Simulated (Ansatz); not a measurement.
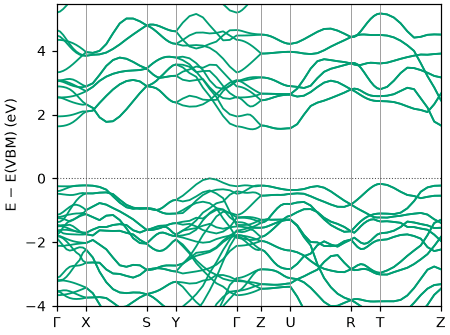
Fig. 1. Band structure from the program Ansatz at the LDA level (PAW)

The gap is 1.47 eV; an edge lies off the plotted path or next to a special point (maximum on the Y–Γ line, 56 % of the way from Y, minimum off the standard path).

**Question.** Which of these materials gives this?
(A) GeSe, Pnma (Ge on 4c, Se on 4c)
(B) SbSBr, Pnma (Sb on 4c, S on 4c, Br on 4c)
(C) BAs, Pnma (B on 4c, As on 4c)
(D) BaZrS3, Pnma (Ba on 4c, Zr on 4a, S on 4c, S on 8d)

**Answer.** B, SbSBr, Pnma (Sb on 4c, S on 4c, Br on 4c)

The first step of the workflow began from a Materials Project structure, measured or hypothetical; the Crystallography Open Database files this formula in space group No. 62, but the cells were not matched. Whether it is the stable phase at ambient conditions was not checked. Symmetry was held in the LDA relaxation; whether a distortion lowers the energy is not shown. A crystal of weakly bound chains computed without a dispersion correction: the cell and the soft elastic constants depend strongly on that. Scalar-relativistic: spin–orbit coupling is off unless named, which matters more the heavier the elements.

Potentials: the later of the program's two PAW sets.
